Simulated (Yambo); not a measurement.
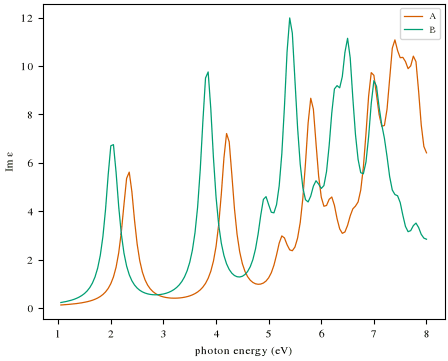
Fig. 1. Two computed absorption spectra of GaN (zinc blende, space group F-43m, No. 216) (Yambo, PBEsol bands with the same scissor, field along x)

### Question
Which curve includes the electron-hole attraction (BSE)?

### Answer
Curve B: the attraction moves weight to lower energy (centre of the plotted range 5.4 eV against 6.0 eV). Settings: 6×6×6 mesh, 3 valence and 1 conduction bands, static screening with 17 bands and a 4 Ry block, scissor 0.60 eV, Tamm-Dancoff. The scissor comes from a G0W0 run whose convergence isn't established. Broadening 0.15 eV. The band window holds all transitions up to 9.3 eV. On this mesh the peak heights and the fine structure are mesh artefacts; only the shift of weight is robust.

The standard potential for Ga keeps a d shell in the valence without the s and p states of that shell. In tests on such compounds this moved G0W0 gaps by up to about 0.9 eV, so absolute quasiparticle energies here are unreliable; differences between settings are what counts.

Spin-orbit coupling is not included.

Geometry relaxed with PBEsol; primitive cell a = 3.1817 Å, b = 3.1817 Å, c = 3.1817 Å, α = 60.00°, β = 60.00°, γ = 60.00°.

This is not the ordinary phase of the substance; no match was found in the copy of COD used, and its stability was not checked.
